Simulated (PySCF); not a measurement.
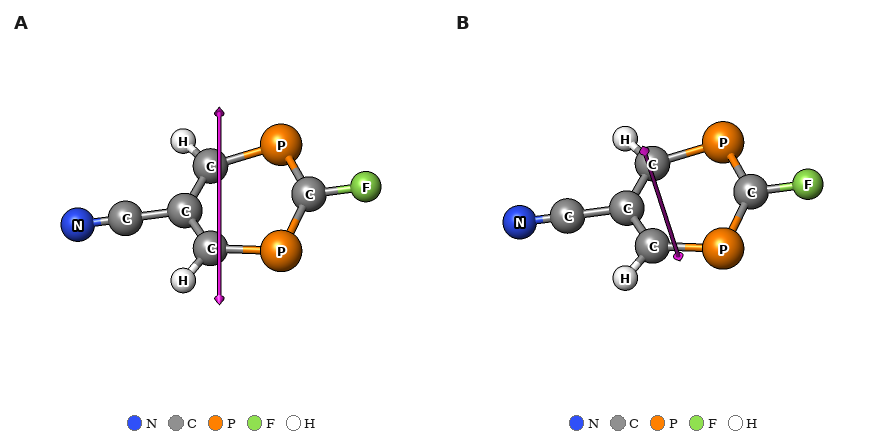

The double arrows show the directions of two transition dipoles from the ground state (lengths mean nothing). The geometry was computed by an optimisation with GFN2-xTB. No frequency run is at hand to confirm it as a minimum. Level of theory: TDDFT CAM-B3LYP/def2-SVPD, vertical, gas phase, core orbitals frozen in the response (PySCF 2.14.0).

> One belongs to singlet state 2 and one to singlet state 6. Which is which?

A: state 6, 5.31 eV (233 nm), oscillator strength 0.33, mainly HOMO−1 → LUMO+1 (weight 0.55).
B: state 2, 4.46 eV (278 nm), oscillator strength 0.020, mainly HOMO−2 → LUMO (weight 0.98); polarised normal to the molecular plane.

The geometry is semi-empirical. Around P such bond lengths and angles can be off by a tenth of an ångström or more and by several degrees, and values that hang on the shape move with them.
